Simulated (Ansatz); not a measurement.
In doubt: masses and optical values from hybrid runs of this build are listed as unsure (in some of the runs), which bears on the screening that GW takes from such a start.

The crystal is WSe2 (P6_3/mmc).

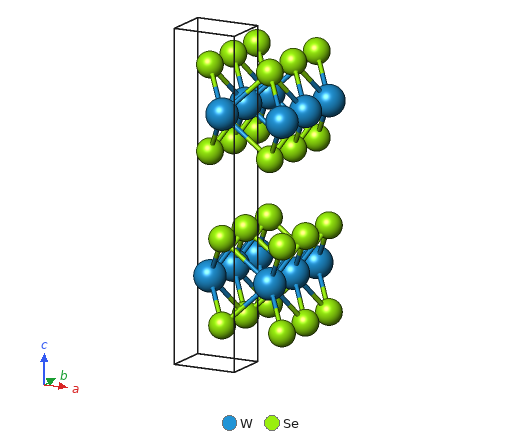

The structure (tungsten blue, selenium green). 2×3×1 cells are drawn.

The database entry behind the starting cell differs from later determinations by our own check (a about 0.2 % long), so it need not match the best structure at ambient conditions.

It takes space group P6_3/mmc (No. 194, hexagonal). The conventional cell has a = 3.290 Å, b = 3.290 Å, c = 12.970 Å, α = 90.00°, β = 90.00°, γ = 120.00°. W has 6 Se at 2.53 Å nearest. Se has 3 W at 2.53 Å nearest. Farther neighbours and most contacts between anions are not listed.

```
W Se
1.0
     3.29000    0.00000    0.00000
    -1.64500    2.84922    0.00000
     0.00000    0.00000   12.97000
W Se
2 4
Cartesian
  0.0000 1.8995 3.2425
  1.6450 0.9497 9.7275
  0.0000 1.8995 8.0544
  1.6450 0.9497 1.5694
  0.0000 1.8995 11.4006
  1.6450 0.9497 4.9156
```

The cell and positions come from the Crystallography Open Database and are kept as given unless a step says otherwise. Spin-orbit coupling is left out unless a run names it.

Gaps computed with Ansatz 0.2.0 without a self-energy: HSE06 1.45 eV.

**Question.** What gap should G0W0 on HSE06 give (6×6×2 mesh, 723 empty bands, screening to 190 eV, hard PAW files)?

About 1.48 eV: on its mesh the run moves the gap from 1.45 eV by +0.03 eV. Bands and cutoff are finite, so the gap is not at the basis limit. The miss can reach some tenths of an eV and take either sign; the mesh is an error of its own. The many-body steps are scalar-relativistic: spin-orbit coupling is not in them.

[Paths, hosts, dates, memory and timing lines, banners, echoed tables and standing remarks are left out of the program output.]

[Logs are printed without paths, hosts, clocks, repeated set-up lines and the standing remarks that a program may print on its own settings, such as how far it seeks lower states.]

[Runs of the session that timed out or met a known fault of the program may be left out.]

[Cells called generated may have been cut or substituted from an entry of the Crystallography Open Database or the Materials Project.]

[Hosts, paths, dates, database ids (printed as entryN), source tags and the programs' standing remarks are cut or masked in the printed files.]
